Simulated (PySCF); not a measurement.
# AlBr: what the fields show

```xyz
2

Al    0.0000    0.0000   -1.7334
Br    0.0000    0.0000    0.5926
```

Theory: PBE0/def2-TZVPPD, non-relativistic Hamiltonian with scalar-relativistic core potentials where named, at a bond length of 2.326 Å in PySCF.

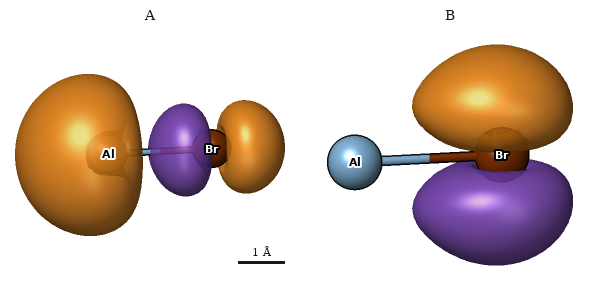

Figure 1. Two frontier orbitals, each drawn at the value that holds 80 % of its norm (orange and purple are the two phases), in no order; of a degenerate pair one member is drawn.

**Label each orbital by symmetry, say whether it is occupied, and order them by energy.**

Orbital B: π, occupied, −8.54 eV; mainly on Br (90 %).
Orbital A: σ, occupied, −6.96 eV; mainly on Al (75 %).

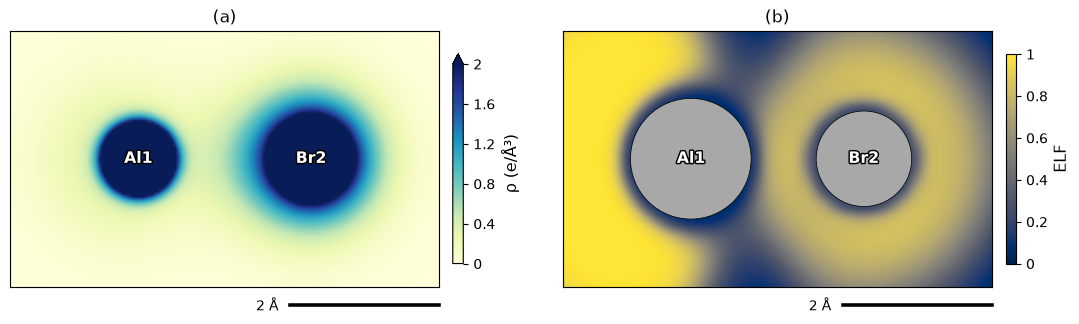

Figure 2. (a) total electron density; (b) electron localisation function on a plane that holds the molecular axis. Grey discs cover the atomic cores in the ELF map.

**Interpret the plot.**

- The section cuts through Al and Br sites.
- Al–Br (2.33 Å): the density is about 0.58 e/Å³ at the midpoint; the ELF peaks at about 0.80 in the valence shell of Br, 1.0 Å from its nucleus, and is about 0.80 at the midpoint.
- The ELF also peaks beside Br2, away from the bonds: lone-pair regions.

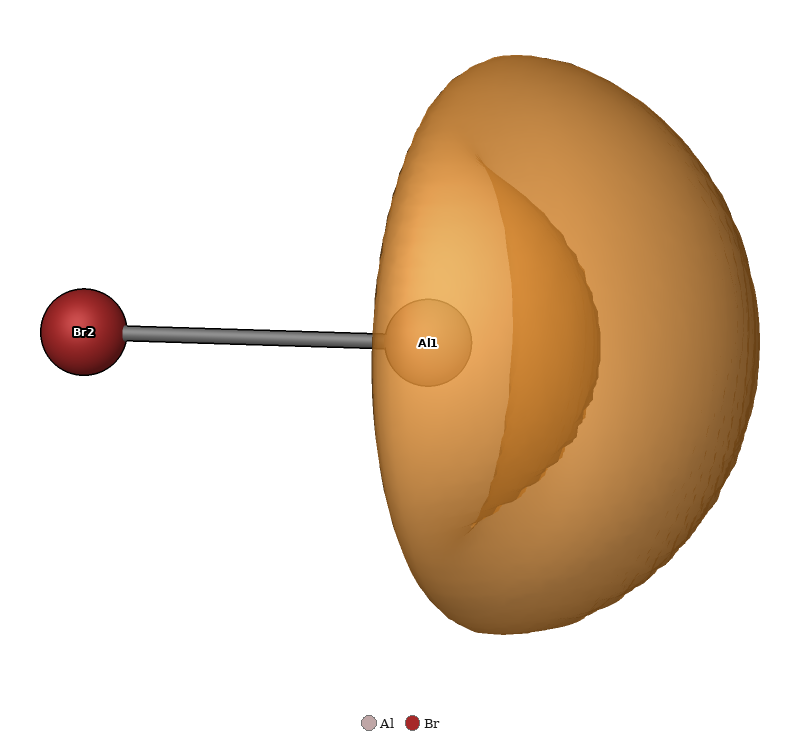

Figure 3. Isosurface of the electron localisation function at 0.9 (orange), seen from one side. Only the valence region is drawn (cores and ρ < 0.01 e/Å³ removed).

**What do the ELF domains correspond to?**

The ELF exceeds this value in one lobe on Al, pointing away from the bonds (lone pairs).
